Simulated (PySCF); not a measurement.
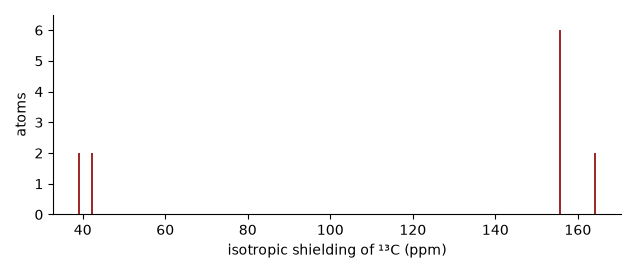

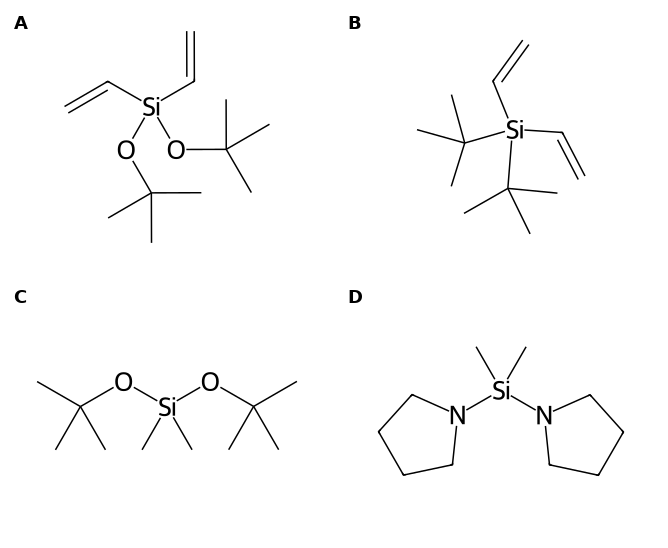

The sticks are computed shieldings of one of the molecules, for one fixed geometry (PBE0-D3(BJ)/def2-SVP) without averaging over rotations. Low shielding means a high chemical shift. Method: GIAO PBE0/pcSseg-1 NMR shielding, non-relativistic, gas phase (PySCF 2.14.0).

Question: Match the spectrum to a structure.

Answer: B, `C=C[Si](C=C)(C(C)(C)C)C(C)(C)C`. Its 12 C atoms give lines at 39.1 (2 atoms), 42.3 (2 atoms), 155.8 (6 atoms), 164.1 (2 atoms) ppm.
